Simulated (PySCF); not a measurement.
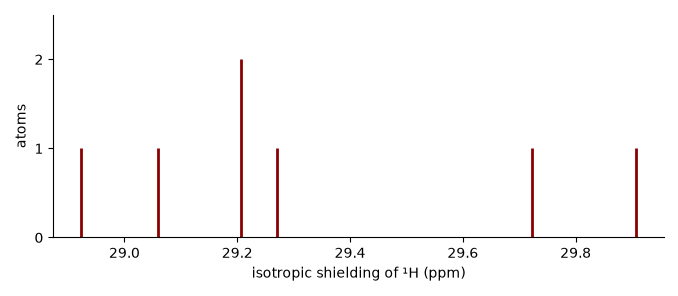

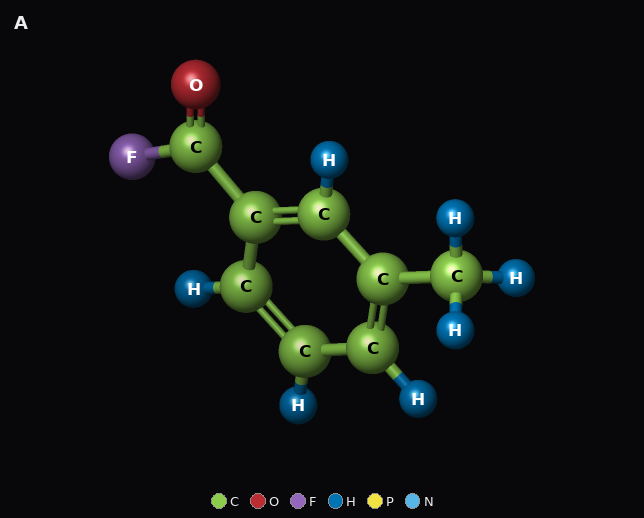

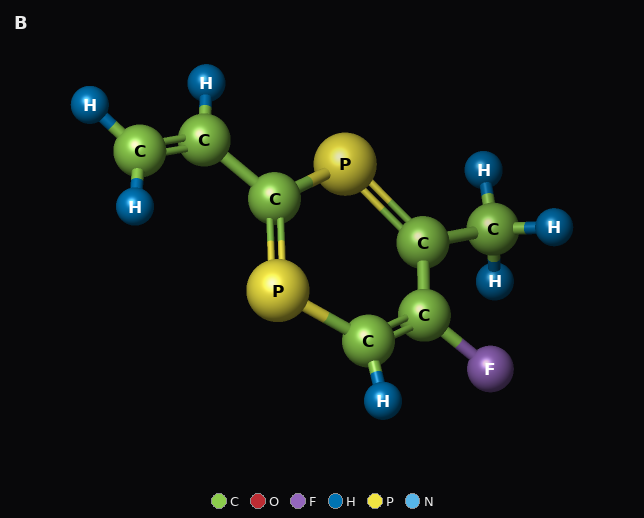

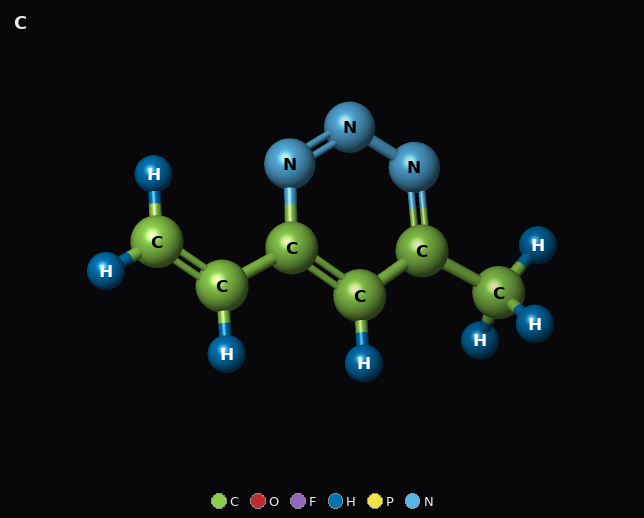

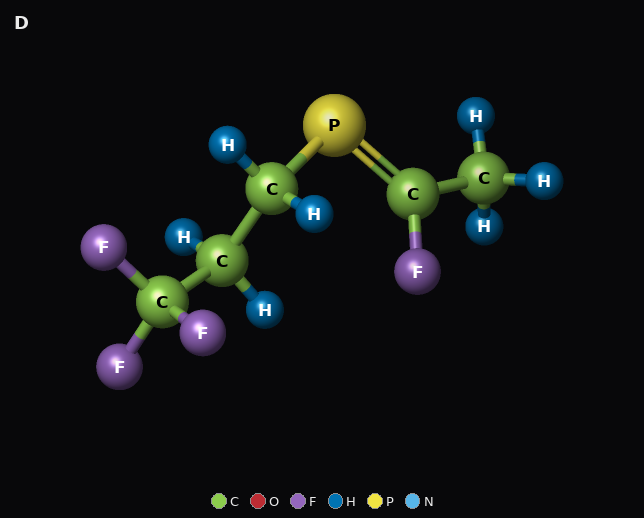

The sticks are computed shieldings of one of the molecules, for one fixed geometry (GFN2-xTB) without averaging over rotations. Low shielding means a high chemical shift. Method: GIAO PBE0/pcSseg-1 NMR shielding, non-relativistic, gas phase (PySCF 2.14.0).

### Which molecule gives this pattern?

D, `C/C(F)=P/CCC(F)(F)F`. Its 7 H atoms give lines at 28.92, 29.06, 29.21 (2 atoms), 29.27, 29.72, 29.91 ppm.

The geometry is semi-empirical. Around P such bond lengths and angles can be off by a tenth of an ångström or more and by several degrees, and values that hang on the shape move with them.
